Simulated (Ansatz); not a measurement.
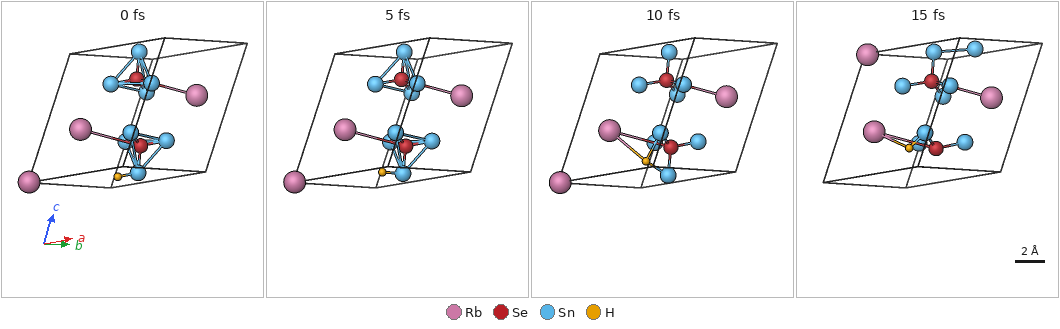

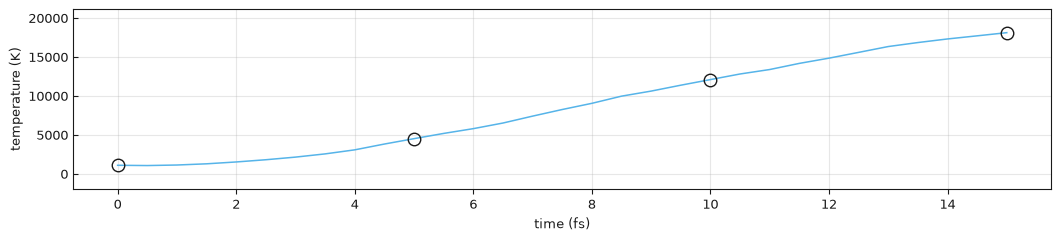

Molecular dynamics of a 14-atom cell of Rb3Sn8HSe2, 15 fs long. Frames and the history of the run. The picture is a ball-and-stick view of the reduced simulation cell, seen from a free direction. Atoms that leave the cell re-enter on the other side. Bonds to atoms that aren't drawn are left out. Lengths and directions refer to the drawn axes.

Level of theory: DFT, PAW plane waves, PBE in Ansatz 0.2.0. Run with plane-wave cutoff 420 eV; k-point mesh 3 × 3 × 2; Fermi-Dirac smearing 0.05 eV; Langevin thermostat (NVT); set temperature 1200 K; time step 0.5 fs.

The input:
```yaml
crystal:
  lattice:
    - [6.211529, 3.640421, 0.0]
    - [6.211529, -3.640421, 0.0]
    - [3.680014, 0.0, -8.90632]
  atoms:
    - { symbol: Rb, position: [0.0, 0.0, 0.0] }
    - { symbol: Rb, position: [0.19761, 0.19761, 0.39275] }
    - { symbol: Rb, position: [0.80239, 0.80239, 0.60725] }
    - { symbol: Se, position: [0.42686, 0.42686, 0.76527] }
    - { symbol: Se, position: [0.57314, 0.57314, 0.23473] }
    - { symbol: Sn, position: [0.6978, 0.27512, 0.30896] }
    - { symbol: Sn, position: [0.72488, 0.3022, 0.69104] }
    - { symbol: Sn, position: [0.3022, 0.72488, 0.69104] }
    - { symbol: Sn, position: [0.27512, 0.6978, 0.30896] }
    - { symbol: Sn, position: [0.3905, 0.3905, 0.9789] }
    - { symbol: Sn, position: [0.6095, 0.6095, 0.0211] }
    - { symbol: Sn, position: [0.28748, 0.28748, 0.7374] }
    - { symbol: Sn, position: [0.71252, 0.71252, 0.2626] }
    - { symbol: H, position: [0.5, 0.5, 0.0] }
kpoints:
  mp_grid: { grid: [3, 3, 2] }
magnetization:
  spin_polarized: false
scf:
  occupations: { method: fermi_dirac, width: 0.05 }
hamiltonian:
  pseudopotentials: { kind: paw }
  xc: pbe
basis:
  ecutwfc: 420
md:
  timestep: 0.5
  n_steps: 30
  ensemble: nvt_langevin
  temperature: 1200.0
  initial_velocities: maxwell_boltzmann
  seed: 605467
```

Command:
```bash
ansatz run input.yaml --threads 2 --pin off --max-ram 2560MiB --backend cpu --events-out ev --progress --plain --runs-dir out
```

What happens in this trajectory?

In the second half of the run the atoms are, in the root-mean-square, this far from where they began (common drift taken out): H 1.62 Å, Sn 0.19 Å, Rb 0.14 Å, Se 0.13 Å. The integration has become unstable, so these distances have no physical meaning. The temperature peaks at 18135 K, at 15 fs, and is 18135 K at the end.

Cost: 19 min on 2 threads of Arm Neoverse N1, on a shared host, peak memory 1.4 GiB.
